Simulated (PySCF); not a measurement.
```xyz
7

B     0.6973    0.0919   -0.5436
C    -0.5297   -0.1265    0.3793
H     1.4363   -0.7992   -0.8511
H     0.9433    1.1929   -0.9504
H    -0.3280    0.4140    1.3165
H    -0.7597   -1.1621    0.6303
H    -1.4245    0.3608   -0.0235
```

Geometry: PBE0-D3(BJ)/def2-TZVP.

Theory: PBE0/pcSseg-2, SCF density, gas phase, non-relativistic in PySCF.

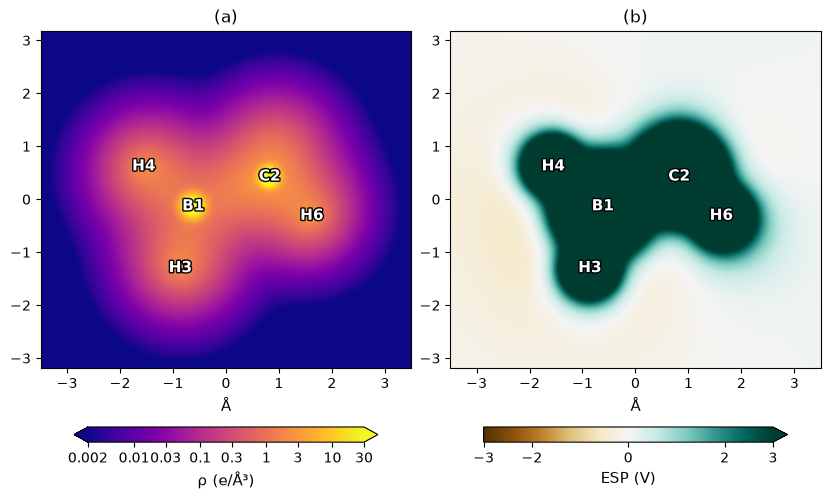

CH5B. (a) total electron density; (b) molecular electrostatic potential on the plane of atoms B1, C2 and H6.

What does the map show?

Answer. The section cuts through B, C and H sites.
C–B (1.55 Å): the density is about 1.5 e/Å³ at the midpoint.
C–H (1.09 Å): ρ at the midpoint is about 2 e/Å³.
B–H (1.20 Å): ρ is about 1.3 e/Å³ halfway.
Outside the dense part of the molecule the potential is most negative (−0.5 V) near H4.
